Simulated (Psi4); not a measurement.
# AlBrF (SMILES [F][Al][Br]), step by step

We compute a geometry optimisation (UPBEh-3c/def2-mSVP), then the harmonic vibrations of AlBrF. 

Program for the calculation: Psi4 1.11.

1 further run of the same task is left out (for a known fault of the program).

## Step 1: The molecule

AlBrF has 3 atoms, charge 0, and is taken as a doublet. SMILES: `[F][Al][Br]`. All atoms were displaced at random from a relaxed shape. The run starts from this shape.

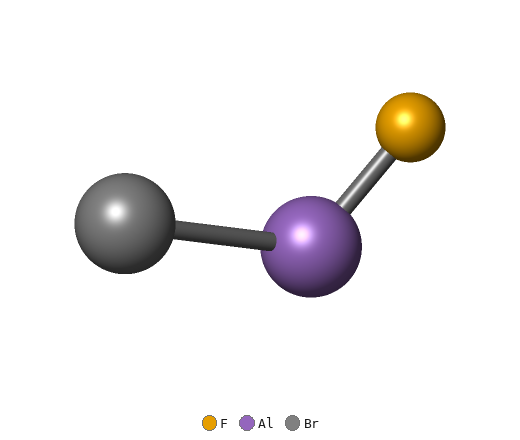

Viewed from a chosen angle; fluorine amber, aluminium purple, bromine grey.

## Step 2: A geometry optimisation at UPBEh-3c/def2-mSVP (density fitting) (run 1)

albrf.sdf

```

     RDKit          3D

  3  2  0  0  0  0  0  0  0  0999 V2000
   -1.1545    0.9408   -0.5201 F   0  0  0  0  0  0  0  0  0  0  0  0
   -0.4806   -0.5305   -0.2857 Al  0  0  0  0  0  2  0  0  0  0  0  0
    1.6875   -0.5382    0.8144 Br  0  0  0  0  0  0  0  0  0  0  0  0
  2  1  1  0
  3  2  1  0
M  RAD  1   2   2
M  END
$$$$
```

job.py

```python
import psi4
from rdkit import Chem

psi4.set_memory('1600 MB')
psi4.set_num_threads(1)
psi4.core.set_output_file('albrf.out', False)

rd = Chem.SDMolSupplier('albrf.sdf', removeHs=False, sanitize=False)[0]
xyz = rd.GetConformer().GetPositions()
atoms = '\n'.join(f'{a.GetSymbol()} {x:.4f} {y:.4f} {z:.4f}' for a, (x, y, z) in zip(rd.GetAtoms(), xyz))
mol = psi4.geometry('0 2\n' + atoms + '')

psi4.set_options({
    'reference': 'uks',
    'geom_maxiter': 60,
})

E = psi4.optimize('pbeh-3c')
print('E =', round(E, 9))
mol.save_xyz_file('final.xyz', False)
```

Started as:

```bash
python job.py
```

albrf.out:

```text
[...]
  Running in cs symmetry.
[...]
  Nuclear repulsion =  184.926542809532009
[...]
  Multiplicity = 2
[...]
  Nalpha       = 29
  Nbeta        = 28
[...]
    Number of basis functions: 65
[...]
   @DF-UKS iter   1: -2914.51085649276911   -1.75493e+00   2.73111e-02 ADIIS/DIIS
[...]
   @DF-UKS iter   8: -2914.88029635236217   -4.54747e-13   1.57639e-09 DIIS
[...]
   @S^2 Observed:                7.519234554E-01
[...]
    Orbital Energies [Eh]
    ---------------------
    Alpha Occupied:
       1Ap  -484.528301     2Ap   -63.190180     3Ap   -56.893839
       1App  -56.892197     4Ap   -56.892032     5Ap   -56.678793
       6Ap   -25.070338     7Ap    -9.019220     8Ap    -6.789789
       2App   -6.783601     9Ap    -6.782958    10Ap    -4.414643
       3App   -2.903604    11Ap    -2.902584    12Ap    -2.900067
      13Ap    -2.803565     4App   -2.801860    14Ap    -2.801272
       5App   -2.796576    15Ap    -2.796539    16Ap    -1.274775
      17Ap    -0.856062    18Ap    -0.546087    19Ap    -0.487948
       6App   -0.484693    20Ap    -0.443403     7App   -0.362921
      21Ap    -0.361216    22Ap    -0.272926
    Alpha Virtual:
[...]
  @DF-UKS Final Energy: -2914.88029635236217
   => Energetics <=
    Nuclear Repulsion Energy =            193.3688889695220041
    One-Electron Energy =               -4445.0266108558844280
    Two-Electron Energy =                1406.5763504287149317
    DFT Exchange-Correlation Energy =     -69.8000604223421988
    Empirical Dispersion Energy =           0.0011355276268347
    VV10 Nonlocal Energy =                  0.0000000000000000
    Total Energy =                      -2914.8802963523621656
[...]
 Multipole Moments:
 ------------------------------------------------------------------------------------
     Multipole            Electronic (a.u.)      Nuclear  (a.u.)        Total (a.u.)
 ------------------------------------------------------------------------------------
 L = 1.  Multiply by 2.5417464519 to convert [e a0] to [Debye]
 Dipole X            :          4.4646639           -4.8349917           -0.3703278
 Dipole Y            :         -1.5091931            0.9674774           -0.5417157
 Dipole Z            :          0.0000000            0.0000000            0.0000000
 Magnitude           :                                                    0.6562001
[...]
  -Total Gradient:
     Atom            X                  Y                   Z
    ------   -----------------  -----------------  -----------------
       1       -0.000072329840    -0.000130915491     0.000000000000
       2        0.000034310069    -0.000149402556     0.000000000000
       3       -0.000011465292    -0.000026534042     0.000000000000
[...]
    Final optimized geometry and variables:
    Molecular point group: cs
    Full point group: Cs
    Geometry (in Angstrom), charge = 0, multiplicity = 2:
    F           -2.104270085651     1.241349191058     0.000000000000
    AL          -1.306012307953    -0.194344556066     0.000000000000
    BR           0.953086382019    -0.232391327892     0.000000000000
[...]
```

Standard output:

```text
Some dependencies such as QCElemental have not yet finished migration to pydantic v2. If issues are encountered please downgrade pydantic or upgrade QCElemental as appropriate
Optimizer: Optimization complete!
E = -2914.880296352
```

Run time: 22 s. Hardware: 1 thread of Intel Xeon Platinum 8488C (Sapphire Rapids), shared host; peak memory 0.4 GiB.

The path in brief:

```
step  energy from the first frame kept (eV)  largest force (eV/Å)
   0                                 0.0000                1.7260
   1                                -0.1490                0.5197
   2                                -0.1570                0.2119
   3                                -0.1587                0.0935
   4                                -0.1590                0.0399
   5                                -0.1590                0.0161
   6                                -0.1590                0.0079
```

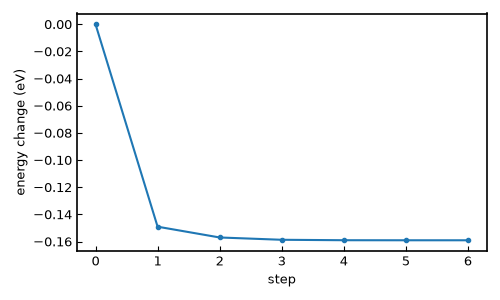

Energy along the run.

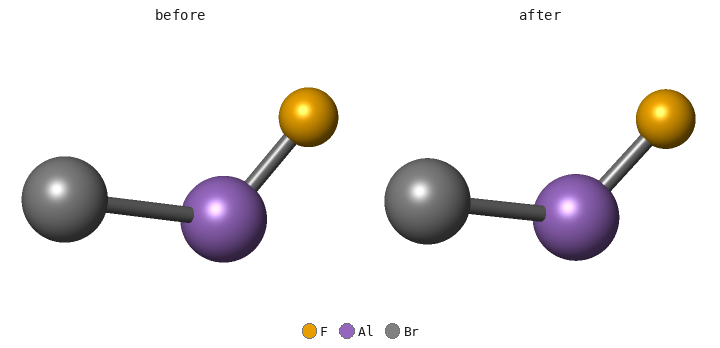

Before and after, at one scale.

After the run. Bond lengths: F1–Al2 1.643 Å, Al2–Br3 2.259 Å. Angles: F1–Al2–Br3 120.0°.

## Step 3: Vibrational wavenumbers at UPBEh-3c/def2-mSVP (density fitting) (run 2)

albrf.inp

```
memory 1.6 GB

molecule mol {
  0 2
  F     -1.126104     0.927148    -0.506684
  Al    -0.371981    -0.505496    -0.228728
  Br     1.643528    -0.543462     0.791692
  symmetry c1
}

set {
  reference uks
  t 298.15
  rotational_symmetry_number 1
}

E, wfn = frequency("pbeh-3c", return_wfn=True)
```

Started as:

```bash
psi4 -i albrf.inp -o albrf.out -n 1
```

albrf.out, shortened:

```text
[...]
  Running in c1 symmetry.
[...]
  Nuclear repulsion =  193.368908098255417
[...]
  Multiplicity = 2
[...]
  Nalpha       = 29
  Nbeta        = 28
[...]
    Number of basis functions: 65
[...]
   @DF-UKS iter   1: -2914.53551429127674   -1.67953e+00   2.07543e-02 DIIS/ADIIS
[...]
   @DF-UKS iter  12: -2914.88029635416024   -5.45697e-12   9.15191e-09 DIIS
[...]
   @S^2 Observed:                7.519234490E-01
[...]
  @DF-UKS Final Energy: -2914.88029635416024
   => Energetics <=
    Nuclear Repulsion Energy =            193.3689030657160970
    One-Electron Energy =               -4445.0266454730162877
    Two-Electron Energy =                1406.5763712483571908
    DFT Exchange-Correlation Energy =     -69.8000607227942851
    Empirical Dispersion Energy =           0.0011355275769756
    VV10 Nonlocal Energy =                  0.0000000000000000
    Total Energy =                      -2914.8802963541602367
[...]
 Multipole Moments:
[...]
  -Total Gradient:
     Atom            X                  Y                   Z
    ------   -----------------  -----------------  -----------------
       1       -0.000072149489    -0.000131214394     0.000000079203
       2        0.000034047793    -0.000149109015     0.000000058805
       3       -0.000011381805    -0.000026528960     0.000000015151
[...]
  ==> Harmonic Vibrational Analysis <==
[...]
  Freq [cm^-1]                 175.7143            412.1383            889.2124
[...]
  IR activ [km/mol]            13.5201             81.7589             114.3603
[...]
  Total E_0, Enthalpy at 0 [K]                                                        -2914.87693135 [Eh]
[...]
  Total H, Enthalpy at  298.15 [K]                                                    -2914.87220086 [Eh]
[...]
  Total G, Gibbs energy at  298.15 [K]                                                -2914.90559644 [Eh]
[...]
```

The script printed:

```text
Warning: used thermodynamics relations inappropriate for low-frequency modes: ['175.7143' '412.1383']
```

It took 44 s on 1 thread of Intel Xeon Platinum 8488C (Sapphire Rapids), shared host; peak memory 0.39 GiB.

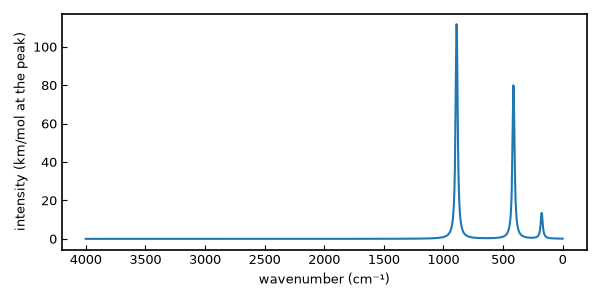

Harmonic infrared spectrum, unscaled, lines broadened by 10 cm⁻¹.

## Step 4: What came out

| quantity | value |
| --- | --- |
| run 1, UPBEh-3c/def2-mSVP: total energy at the end | -2914.88030 Eh |
| run 1, UPBEh-3c/def2-mSVP: dipole moment | 1.67 D |
| run 1, UPBEh-3c/def2-mSVP: HOMO energy (highest over α and β) | -7.43 eV |
| run 1, UPBEh-3c/def2-mSVP: LUMO energy (lowest over α and β) | -2.85 eV |
| run 1, UPBEh-3c/def2-mSVP: ⟨S²⟩ | 0.752 |
| run 2, UPBEh-3c/def2-mSVP: lowest harmonic wavenumber | 176 cm⁻¹ |
| run 2, UPBEh-3c/def2-mSVP: highest harmonic wavenumber | 889 cm⁻¹ |
| run 2, UPBEh-3c/def2-mSVP: zero-point energy | 8.8 kJ/mol |
| run 2, UPBEh-3c/def2-mSVP: ideal-gas entropy at 298.15 K (symmetry number 1 as used) | 70.3 cal/(mol K) |

**Reading.** The optimisation (run 1, UPBEh-3c/def2-mSVP) took 7 steps and changed the energy by -0.159 eV. All 3 modes (run 2, UPBEh-3c/def2-mSVP) are real, so the shape is a minimum at this level.
